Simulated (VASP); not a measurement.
Band structure of YHSe (space group P-6m2). Calculation: HSE06 screened hybrid, VASP's PBE PAW potentials (set 64) (plane waves; VASP).

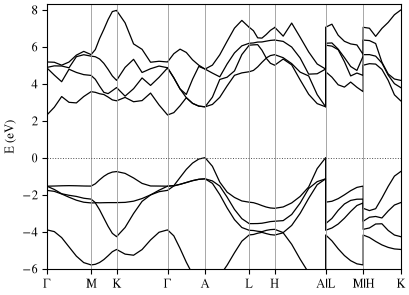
*Bands along high-symmetry lines, zero at the valence-band maximum or, without a gap, the Fermi level*

Question: Read the plot: is there a gap, and where are the band edges?

Answer: The gap is indirect, 2.31 eV, from the valence maximum at A to the conduction minimum at Γ.

The structure comes from a computed database's YHSe entry (P-6m2); how it stands against other phases isn't given here. The cell was not relaxed at this level. The cell's shape comes from a PBE relaxation.
